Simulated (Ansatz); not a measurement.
Band structure of BaRh2 (Fd-3m, 6 atoms in the cell).

```xyz
6
Lattice="0.0000 3.9574 3.9574 3.9574 0.0000 3.9574 3.9574 3.9574 0.0000" Properties=species:S:1:pos:R:3 pbc="T T T"
Ba     3.9574     3.9574     3.9574
Ba     5.9361     5.9361     5.9361
Rh     2.9681     2.9681     0.9894
Rh     2.9681     0.9894     2.9681
Rh     0.9894     0.9894     0.9894
Rh     0.9894     2.9681     2.9681
```
Moments meant for the start (each program seeds them in its own way; μB, in the order of the atoms Ba Ba Rh Rh Rh Rh): 0.0 0.0 1.0 1.0 1.0 1.0.

Method of the run: PBEsol, default PAW files made with PBE (plane waves; Ansatz, a program for electronic structure).

Settings: basis.ecutwfc = 30.9 Ry; kpoints.mp_grid.grid = 5 5 5; hamiltonian.xc = pbesol; hamiltonian.pseudopotentials = {kind: paw} (the program's default PAW files); magnetization.spin_polarized = true; scf.occupations.method = fermi_dirac; scf.occupations.width = 0.01 Ry; kpoints.band_path.npoints = 8.

The starting cell comes from a database of computed structures (which also holds hypothetical and non-ambient phases and stackings), without a prior relaxation at this level. The starting moments vanished: the run ended non-magnetic. The program warned that a starting moment was not kept.

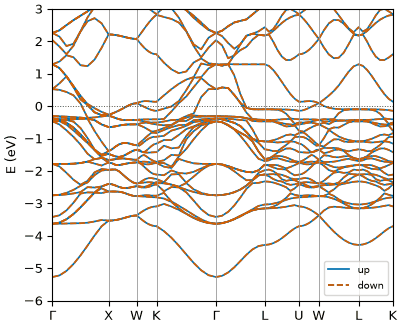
Figure: Bands along the path, energies from the Fermi level.

Levels in eV from the Fermi level, bands 42 to 49 of the first spin channel:
| point | 42 | 43 | 44 | 45 | 46 | 47 | 48 | 49 |
|---|---|---|---|---|---|---|---|---|
| Γ | -0.31 | 0.52 | 0.52 | 1.29 | 1.29 | 1.29 | 2.03 | 2.26 |
| X | -0.65 | -0.29 | -0.29 | -0.26 | -0.26 | 2.21 | 2.21 | 3.20 |
| W | -0.56 | -0.42 | -0.42 | 0.09 | 0.09 | 2.07 | 2.07 | 3.22 |
| K | -0.56 | -0.51 | -0.41 | -0.15 | 0.13 | 1.60 | 2.82 | 2.84 |
| L | -0.42 | -0.42 | -0.10 | -0.10 | 1.29 | 2.18 | 2.18 | 2.43 |
| U | -0.56 | -0.51 | -0.41 | -0.15 | 0.13 | 1.60 | 2.82 | 2.84 |

Bands cross the Fermi level along this path, so the cell is metallic at this level.

The net moment of the cell came out as 0.00 μB.

Keys are those of Ansatz 0.2.
